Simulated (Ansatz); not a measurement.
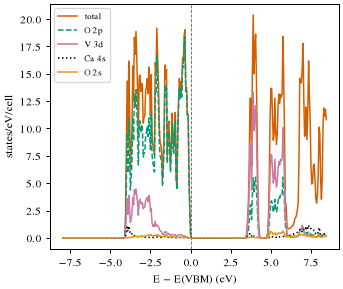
Total and projected density of states of Ca3V2O8 in space group C2/m (No. 12; Pearson symbol mS26), plane-wave PAW LDA (Ansatz code)

**Question.** Which orbitals carry the states next to the gap?

**Answer.** Top 1 eV of the valence band: O 2p 96 %. Bottom 1 eV of the conduction band: V 3d 65 %, O 2p 27 %, outside the projected shells 5 %. Projections are on Löwdin-orthogonalised atomic valence shells; empty p or d shells of many metals are not among them.

**Question.** Where is the tallest occupied peak in this window, and what makes it?

**Answer.** Near -2.1 eV, about 19 states/eV per cell; the largest projected share is O 2p.

The workflow started from a Materials Project entry (that database holds measured and hypothetical structures alike); the Crystallography Open Database copy checked does not list it. Its standing as an ambient phase is unchecked. The cell was relaxed with LDA under the symmetry of its start. At this level the phase is dynamically unstable (imaginary phonons). The run is not spin-polarised. No Hubbard U is applied.

Potentials: the later of the program's two PAW sets.
